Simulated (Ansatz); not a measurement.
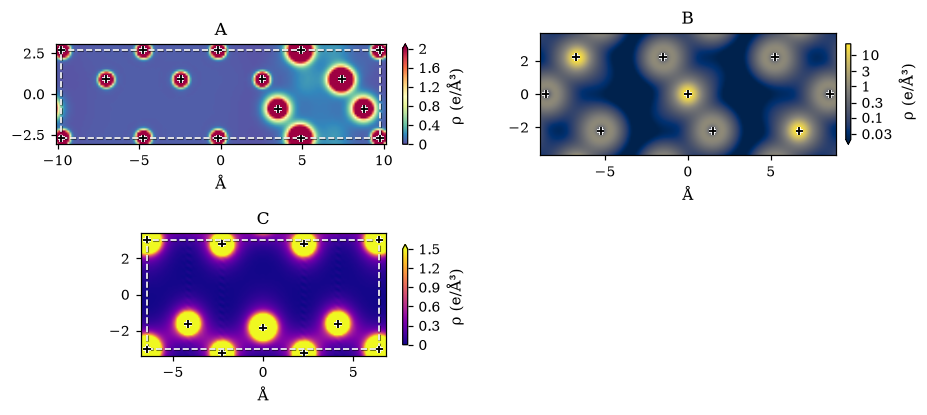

The valence charge density (pseudo) of 3 systems, each on a plane through atoms (crosses mark nuclei in the plane).

Method: DFT PBE, scalar-relativistic, plane waves, PAW in Ansatz 0.2.0.

System 1: Sb3S5, the (110) plane of the conventional cell. Space group P-3m1; a generated structure, not necessarily the stable one; computed without spin polarisation.

```yaml
crystal:
  lattice:
    - [3.86218, 0.00000, 0.00000]
    - [-1.93109, 3.34475, 0.00000]
    - [0.00000, 0.00000, 17.15331]
  atoms:
    - { symbol: Sb, position: [0.00000, 0.00000, 0.50000] }
    - { symbol: Sb, position: [0.33333, 0.66667, 0.10782] }
    - { symbol: Sb, position: [0.66667, 0.33333, 0.89218] }
    - { symbol: S, position: [0.66667, 0.33333, 0.58719] }
    - { symbol: S, position: [0.33333, 0.66667, 0.41281] }
    - { symbol: S, position: [0.66667, 0.33333, 0.19305] }
    - { symbol: S, position: [0.33333, 0.66667, 0.80695] }
    - { symbol: S, position: [0.00000, 0.00000, 0.00000] }
```

System 2: SnGe2, the (100) plane of the conventional cell. Space group Imma; a generated structure, not necessarily the stable one.

```yaml
crystal:
  lattice:
    - [4.25935, 0.00000, 0.00000]
    - [0.00000, 12.89059, 0.00000]
    - [0.00000, 0.00000, 6.09221]
  atoms:
    - { symbol: Sn, position: [0.50000, 0.25000, 0.40078] }
    - { symbol: Sn, position: [0.00000, 0.75000, 0.90078] }
    - { symbol: Sn, position: [0.00000, 0.25000, 0.09922] }
    - { symbol: Sn, position: [0.50000, 0.75000, 0.59922] }
    - { symbol: Ge, position: [0.00000, 0.92663, 0.13508] }
    - { symbol: Ge, position: [0.50000, 0.42663, 0.63508] }
    - { symbol: Ge, position: [0.50000, 0.92663, 0.36492] }
    - { symbol: Ge, position: [0.00000, 0.42663, 0.86492] }
    - { symbol: Ge, position: [0.00000, 0.57337, 0.13508] }
    - { symbol: Ge, position: [0.50000, 0.07337, 0.63508] }
    - { symbol: Ge, position: [0.50000, 0.57337, 0.36492] }
    - { symbol: Ge, position: [0.00000, 0.07337, 0.86492] }
```

System 3: Li3ZrO, the (110) plane of the conventional cell. Space group P-3m1; a generated structure, not necessarily the stable one; changed on purpose from its base cell (volume × 0.94, shape and atoms relaxed).

```
Li Zr O
1.0
     3.13703    0.00000    0.00000
    -1.56852    2.71675    0.00000
     0.00000    0.00000   19.53259
Li Zr O
6 2 2
Direct
  0.66667 0.33333 0.18441
  0.33333 0.66667 0.32349
  0.66667 0.33333 0.44127
  0.33333 0.66667 0.81559
  0.66667 0.33333 0.67651
  0.33333 0.66667 0.55873
  0.33333 0.66667 0.06433
  0.66667 0.33333 0.93567
  0.00000 0.00000 0.13574
  0.00000 0.00000 0.86426
```

> Match each panel to its system.

Panel A is system 3, Li3ZrO: the plane holds Li, Zr and O. Li–O (2.05 Å): ρ at the midpoint is about 0.31 e/Å³. Panel B is system 1, Sb3S5: the plane holds Sb and S. Sb–S (2.68 Å): ρ is about 0.39 e/Å³ halfway. Panel C is system 2, SnGe2: the plane holds Sn and Ge. Ge–Ge (2.51 Å): ρ is about 0.46 e/Å³ halfway.
